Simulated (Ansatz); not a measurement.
# Geometry relaxation of Ga$_{6}$Sb$_{6}$ (part 3 of 3)

The same run, continued: Ga$_{6}$Sb$_{6}$ (Ga6Sb6 zinc blende bond rod); RKS PBE-D4/def2-SVP (Ansatz 0.2.0). 

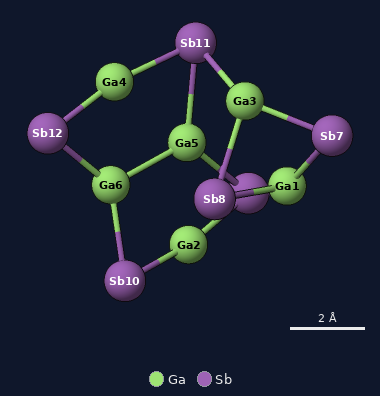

**Figure 1.** The geometry at step 35 of the log (ball-and-stick view, seen at a tilt; atoms are numbered from 1 in the order of the input).

Trajectory as extended XYZ, continued
```
12
Properties=species:S:1:pos:R:3:forces:R:3 step=28 energy=-353418.81997
Ga   -1.6810    0.4262   -1.9291   -0.0442   0.0042  -0.0058
Ga   -1.3921    2.2989    0.9488   -0.0231   0.0197   0.0929
Ga    0.4412   -1.6547   -1.9707   -0.0080  -0.0478   0.0072
Ga    2.3020   -1.3577    0.9266    0.0180  -0.0399   0.1851
Ga    0.7477    0.7523   -0.2822    0.0089   0.0128  -0.0562
Ga    0.2331    0.2354    2.2633    0.0308  -0.0276   0.0477
Sb   -1.4887   -1.4678   -3.6980    0.0186   0.0059   0.0665
Sb   -1.2750   -1.3142    0.1148    0.0169   0.0224  -0.0718
Sb   -0.6629    2.8189   -1.4963   -0.0007   0.0357  -0.0877
Sb   -1.7397    1.5903    3.3317    0.0217  -0.0477   0.0029
Sb    2.8266   -0.6347   -1.5234    0.0182   0.0142  -0.0620
Sb    1.6685   -1.6764    3.3485   -0.0570   0.0481  -0.1190
12
Properties=species:S:1:pos:R:3:forces:R:3 step=29 energy=-353418.82296
Ga   -1.7196    0.4651   -1.9206    0.0651  -0.0118  -0.0505
Ga   -1.3735    2.3600    0.9794   -0.0278  -0.0865   0.1791
Ga    0.4746   -1.7008   -1.9380   -0.0084   0.0730  -0.0400
Ga    2.3806   -1.3398    0.9612   -0.0506  -0.0085   0.1195
Ga    0.7492    0.7614   -0.3377    0.0065  -0.0064   0.0293
Ga    0.2567    0.2529    2.1867   -0.0197   0.0253   0.1396
Sb   -1.5033   -1.4994   -3.6050   -0.0310  -0.0307  -0.0443
Sb   -1.2841   -1.2981    0.0795   -0.0201  -0.0150   0.0586
Sb   -0.6817    2.8497   -1.5016    0.0163  -0.0217  -0.0311
Sb   -1.7532    1.5135    3.3300    0.1084   0.0133  -0.2173
Sb    2.8509   -0.6415   -1.5243   -0.0503   0.0165   0.0000
Sb    1.5830   -1.7063    3.3245    0.0115   0.0525  -0.1428
12
Properties=species:S:1:pos:R:3:forces:R:3 step=30 energy=-353418.83184
Ga   -1.6986    0.4493   -1.9548    0.0109   0.0220   0.0360
Ga   -1.3780    2.3341    0.9808    0.0049  -0.0106  -0.0615
Ga    0.4562   -1.6728   -1.9661    0.0272   0.0115   0.0415
Ga    2.3658   -1.3402    0.9727   -0.0137  -0.0013  -0.0297
Ga    0.7529    0.7694   -0.3097   -0.0169  -0.0285  -0.0242
Ga    0.2713    0.2589    2.2274   -0.0083   0.0062  -0.0180
Sb   -1.5167   -1.5153   -3.6414   -0.0008  -0.0047   0.0146
Sb   -1.2838   -1.2877    0.0814   -0.0202  -0.0094  -0.0122
Sb   -0.6840    2.8362   -1.5024    0.0094   0.0184   0.0088
Sb   -1.7316    1.5253    3.3278   -0.0250   0.0072   0.0409
Sb    2.8336   -0.6354   -1.5133    0.0108   0.0073  -0.0067
Sb    1.5925   -1.7053    3.3315    0.0217  -0.0181   0.0105
12
Properties=species:S:1:pos:R:3:forces:R:3 step=32 energy=-353418.83470
Ga   -1.6716    0.4829   -1.9626   -0.0244   0.0083   0.0074
Ga   -1.3869    2.2889    0.9473    0.0001   0.0236  -0.0335
Ga    0.4537   -1.6586   -1.9296    0.0130  -0.0227  -0.0124
Ga    2.3661   -1.3295    0.9587    0.0265  -0.0082   0.0230
Ga    0.7533    0.7654   -0.3048    0.0236   0.0151  -0.0129
Ga    0.2849    0.2554    2.2344    0.0073  -0.0092   0.0028
Sb   -1.5361   -1.5376   -3.5860   -0.0061  -0.0093  -0.0102
Sb   -1.3234   -1.2552    0.0901   -0.0147   0.0221  -0.0340
Sb   -0.6555    2.8637   -1.5041    0.0164  -0.0090  -0.0060
Sb   -1.7635    1.4881    3.2938   -0.0244  -0.0220   0.0579
Sb    2.8400   -0.6334   -1.5225   -0.0298   0.0064  -0.0047
Sb    1.6185   -1.7136    3.3192    0.0124   0.0048   0.0227
12
Properties=species:S:1:pos:R:3:forces:R:3 step=33 energy=-353418.84627
Ga   -1.6383    0.5666   -2.0459   -0.0380  -0.0908   0.0457
Ga   -1.3857    2.2262    0.9091   -0.0689  -0.0363   0.0318
Ga    0.4123   -1.6525   -1.8927    0.0212  -0.0217  -0.0056
Ga    2.4556   -1.2703    1.0041   -0.0033  -0.0757   0.0679
Ga    0.7749    0.7752   -0.2887    0.0520  -0.0099  -0.1171
Ga    0.3449    0.2455    2.2382   -0.0956  -0.0084   0.0883
Sb   -1.6127   -1.5961   -3.5053    0.0457   0.0733   0.0280
Sb   -1.4205   -1.1262    0.0723   -0.1371   0.0506   0.0229
Sb   -0.6140    2.9157   -1.5019    0.1037   0.0330  -0.0243
Sb   -1.8508    1.3287    3.2217    0.1074  -0.0742  -0.0949
Sb    2.8229   -0.6897   -1.5233   -0.0412   0.0730  -0.0162
Sb    1.6909   -1.7065    3.3463    0.0543   0.0869  -0.0265
12
Properties=species:S:1:pos:R:3:forces:R:3 step=34 energy=-353418.87698
Ga   -1.6121    0.6443   -2.1068   -0.0359  -0.2185  -0.0042
Ga   -1.3987    2.1479    0.8563   -0.0847  -0.0028  -0.0025
Ga    0.3620   -1.6465   -1.8413    0.0020  -0.0129  -0.0575
Ga    2.5277   -1.2321    1.0381   -0.0045  -0.0902   0.0123
Ga    0.7913    0.7728   -0.2761    0.0708  -0.0095  -0.1288
Ga    0.3939    0.2267    2.2460   -0.1863   0.0056   0.1110
Sb   -1.6642   -1.6192   -3.4488    0.1008   0.1817   0.0686
Sb   -1.5343   -1.0029    0.0717   -0.1797   0.0551   0.1519
Sb   -0.5499    2.9586   -1.5019    0.1108   0.0275   0.0332
Sb   -1.9277    1.1704    3.1371    0.2201  -0.1286  -0.1809
Sb    2.7966   -0.7347   -1.5257   -0.0579   0.0702   0.0194
Sb    1.7951   -1.6688    3.3852    0.0446   0.1224  -0.0225
12
Properties=species:S:1:pos:R:3:forces:R:3 step=35 energy=-353418.93834
Ga   -1.6065    0.6830   -2.1165   -0.0276  -0.2285  -0.0300
Ga   -1.4161    2.0987    0.8031   -0.0412   0.1170  -0.0835
Ga    0.3007   -1.6476   -1.7844   -0.0444  -0.0102  -0.1091
Ga    2.5678   -1.2288    1.0546    0.0002  -0.0633  -0.0391
Ga    0.8034    0.7676   -0.2727    0.0777   0.0023  -0.0310
Ga    0.4297    0.2140    2.2493   -0.1043   0.0047   0.0458
Sb   -1.6637   -1.5844   -3.4570    0.1255   0.1847   0.0642
Sb   -1.6328   -0.9085    0.1226   -0.1648  -0.0199   0.1834
Sb   -0.4828    2.9754   -1.5063    0.0492  -0.0013   0.0852
Sb   -1.9772    1.0141    3.0383    0.1718  -0.1255  -0.1232
Sb    2.7561   -0.7698   -1.5294   -0.0484   0.0278   0.0510
Sb    1.9010   -1.5971    3.4322    0.0063   0.1122  -0.0138
12
Properties=species:S:1:pos:R:3:forces:R:3 step=36 energy=-353419.00313
Ga   -1.6236    0.6779   -2.0862   -0.0298  -0.0843   0.0555
Ga   -1.4239    2.1024    0.7557   -0.0401   0.1280   0.0385
Ga    0.2295   -1.6548   -1.7416   -0.0701  -0.0244  -0.0560
Ga    2.5931   -1.2487    1.0649   -0.0180  -0.0420  -0.0076
Ga    0.8190    0.7692   -0.2725    0.0449  -0.0251   0.1105
Ga    0.4686    0.2169    2.2457    0.0682   0.0300  -0.0659
Sb   -1.6175   -1.5065   -3.5217    0.1102   0.0897  -0.0075
Sb   -1.7229   -0.8520    0.2191   -0.0893  -0.1120   0.0023
Sb   -0.4335    2.9699   -1.5109   -0.0031  -0.0176  -0.0205
Sb   -2.0013    0.8559    2.9280    0.0325  -0.0030  -0.0406
Sb    2.7054   -0.8078   -1.5267   -0.0052   0.0007   0.0166
Sb    1.9866   -1.5060    3.4802   -0.0003   0.0601  -0.0254
12
Properties=species:S:1:pos:R:3:forces:R:3 step=37 energy=-353419.04236
Ga   -1.6822    0.6462   -2.0178   -0.0206  -0.1672  -0.0188
Ga   -1.4266    2.1508    0.7578    0.0337   0.1028  -0.0377
Ga    0.1763   -1.6798   -1.7121   -0.0793  -0.0127  -0.0538
Ga    2.5819   -1.2963    1.0604    0.0183  -0.0085  -0.0229
Ga    0.8227    0.7643   -0.2527    0.0118  -0.0109   0.0087
Ga    0.5164    0.2505    2.2478    0.0111   0.0510  -0.0704
Sb   -1.5026   -1.4042   -3.6412    0.0692   0.1260   0.1424
Sb   -1.7666   -0.8702    0.2824   -0.0245  -0.0630  -0.1088
Sb   -0.4390    2.9349   -1.5433   -0.0178  -0.0185   0.0817
Sb   -1.9998    0.8043    2.8787    0.0079  -0.0030   0.0236
Sb    2.6658   -0.8394   -1.5295   -0.0057  -0.0035   0.0527
Sb    2.0333   -1.4443    3.5032   -0.0042   0.0075   0.0033
12
Properties=species:S:1:pos:R:3:forces:R:3 step=38 energy=-353419.05416
Ga   -1.7431    0.6199   -1.9554    0.0406   0.0438  -0.0034
Ga   -1.3995    2.2103    0.7878   -0.0324  -0.0755   0.1354
Ga    0.1487   -1.7332   -1.6901   -0.0442   0.0319   0.0561
Ga    2.5990   -1.3259    1.0696   -0.0245   0.0071   0.1346
Ga    0.8214    0.7560   -0.2896   -0.0215  -0.0302   0.0161
Ga    0.5494    0.3008    2.1964    0.0058  -0.0210  -0.0083
Sb   -1.4166   -1.2919   -3.6742   -0.0143  -0.0228  -0.0787
Sb   -1.7979   -0.9164    0.2768    0.0496   0.0143   0.0402
Sb   -0.4638    2.9152   -1.5321    0.0089   0.0144  -0.1210
Sb   -1.9909    0.7495    2.8394   -0.0223   0.0329  -0.0293
Sb    2.6466   -0.8884   -1.5104    0.0313   0.0166  -0.1050
Sb    2.0265   -1.3792    3.5157    0.0230  -0.0115  -0.0365
12
Properties=species:S:1:pos:R:3:forces:R:3 step=39 energy=-353419.05586
Ga   -1.7245    0.5999   -1.9677   -0.0341   0.0991   0.0084
Ga   -1.3858    2.2048    0.8067    0.0034   0.0146  -0.0337
Ga    0.1228   -1.7192   -1.6893    0.0616  -0.0384   0.0287
Ga    2.6039   -1.3057    1.0777    0.0019  -0.0065  -0.0640
Ga    0.8151    0.7459   -0.2848    0.0081   0.0153  -0.0332
Ga    0.5412    0.2915    2.2029    0.0050  -0.0287   0.0285
Sb   -1.3982   -1.2858   -3.7120   -0.0200  -0.0288  -0.0031
Sb   -1.7908   -0.9050    0.2924   -0.0133  -0.0373   0.0015
Sb   -0.4753    2.9037   -1.5437    0.0005  -0.0026   0.0201
Sb   -1.9977    0.7653    2.8585    0.0098  -0.0085  -0.0207
Sb    2.6351   -0.8951   -1.5245   -0.0134   0.0065   0.0549
Sb    2.0339   -1.3837    3.5177   -0.0094   0.0154   0.0127
12
Properties=species:S:1:pos:R:3:forces:R:3 step=40 energy=-353419.05821
Ga   -1.7255    0.6226   -1.9651   -0.0036  -0.0236  -0.0206
Ga   -1.3924    2.2010    0.7926    0.0196   0.0216  -0.0300
Ga    0.1423   -1.7208   -1.6816    0.0079  -0.0061   0.0019
Ga    2.5980   -1.3129    1.0715    0.0115   0.0068  -0.0197
Ga    0.8148    0.7506   -0.2848    0.0096   0.0078   0.0000
Ga    0.5353    0.2778    2.2028   -0.0032   0.0138   0.0014
Sb   -1.4206   -1.3053   -3.6779   -0.0079   0.0062  -0.0074
Sb   -1.7885   -0.9125    0.2839   -0.0077   0.0201  -0.0070
Sb   -0.4646    2.9180   -1.5460   -0.0097  -0.0162   0.0363
Sb   -1.9999    0.7675    2.8470   -0.0019  -0.0205   0.0204
Sb    2.6463   -0.8782   -1.5218   -0.0108  -0.0062   0.0139
Sb    2.0345   -1.3912    3.5134   -0.0039  -0.0038   0.0108
12
Properties=species:S:1:pos:R:3:forces:R:3 step=41 energy=-353419.05860
Ga   -1.7282    0.6221   -1.9758    0.0039  -0.0045  -0.0025
Ga   -1.3891    2.2035    0.7979   -0.0051  -0.0119   0.0238
Ga    0.1387   -1.7237   -1.6832   -0.0130   0.0029   0.0096
Ga    2.6040   -1.3099    1.0742   -0.0035  -0.0008   0.0137
Ga    0.8171    0.7518   -0.2847   -0.0093  -0.0032   0.0006
Ga    0.5395    0.2818    2.2032   -0.0016   0.0017   0.0013
Sb   -1.4209   -1.3082   -3.6846    0.0046   0.0078   0.0069
Sb   -1.7950   -0.9025    0.2791    0.0063  -0.0145  -0.0065
Sb   -0.4668    2.9150   -1.5389    0.0093   0.0117  -0.0217
Sb   -1.9982    0.7576    2.8480   -0.0012   0.0093  -0.0026
Sb    2.6425   -0.8836   -1.5181    0.0070   0.0014  -0.0167
Sb    2.0360   -1.3872    3.5167    0.0025   0.0000  -0.0058
```

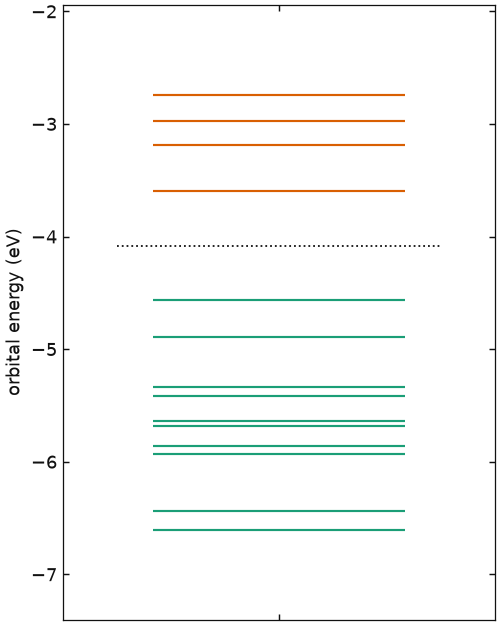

**Figure 2.** Orbital energies near the frontier; the dotted line parts filled from empty levels, and levels within 0.02 eV of each other stand side by side. Highest filled −4.57 eV, lowest empty −3.60 eV, 0.97 eV apart.

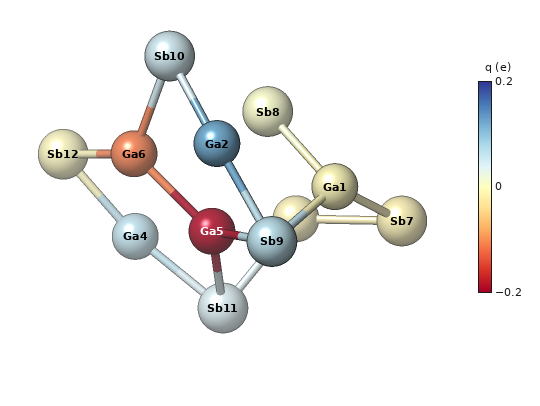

**Figure 3.** Mulliken charges, as the colour of each atom (ball-and-stick view, seen at a tilt; atoms are numbered from 1 in the order of the input; Mulliken charges depend strongly on the basis). By element: Ga −0.19 to +0.12 and Sb −0.02 to +0.06 e.

The run was set up as follows.

The input
```yaml
crystal:
  periodic: [false, false, false]
  atoms:
    - {symbol: Ga, position_ang: [-2.282300, 0.774800, -3.807500]}
    - {symbol: Ga, position_ang: [-2.307000, 0.776100, 2.294200]}
    - {symbol: Ga, position_ang: [0.754400, -2.278800, -3.807000]}
    - {symbol: Ga, position_ang: [0.766900, -2.287100, 2.295700]}
    - {symbol: Ga, position_ang: [0.751500, 0.760100, -0.769700]}
    - {symbol: Ga, position_ang: [0.771500, 0.763100, 5.333100]}
    - {symbol: Sb, position_ang: [-0.774200, -0.766400, -5.337400]}
    - {symbol: Sb, position_ang: [-0.766600, -0.743100, 0.777600]}
    - {symbol: Sb, position_ang: [-0.803200, 2.259200, -2.290100]}
    - {symbol: Sb, position_ang: [-0.768800, 2.290700, 3.815800]}
    - {symbol: Sb, position_ang: [2.319300, -0.779200, -2.293200]}
    - {symbol: Sb, position_ang: [2.318100, -0.752800, 3.822400]}
basis:
  gaussian: {orbitals: def2-SVP}
hamiltonian: {xc: pbe, dispersion: d4}
scf: {lower_state_search: "off"}
output: {orbitals: {seedname: orbitals}}
relax: {f_tol: 0.03, max_steps: 70}
```

Command:
```bash
ansatz run in.yaml --threads 2 --pin off --events-out ev --progress --plain --max-ram 32768MiB --backend cuda --devices 0, --max-vram 18GiB
```

Results in brief

```json
{"quantity": "outcome", "value": "converged"}
{"quantity": "total energy", "value": "−353419.0586 eV"}
{"quantity": "mean-field energy", "value": "−353417.3213 eV"}
{"quantity": "dispersion energy", "value": "−1.7373 eV"}
{"quantity": "HOMO", "value": "−4.57 eV"}
{"quantity": "LUMO", "value": "−3.60 eV"}
{"quantity": "largest force (length of the vector) at the end", "value": "0.027 eV/Å"}
{"quantity": "dipole moment", "value": "1.77 D"}
{"quantity": "hardware", "value": "2 CPU threads, shared host"}
{"quantity": "wall time", "value": "2 min (CPU time 2.9 min)"}
{"quantity": "peak memory", "value": "1 GiB"}
```
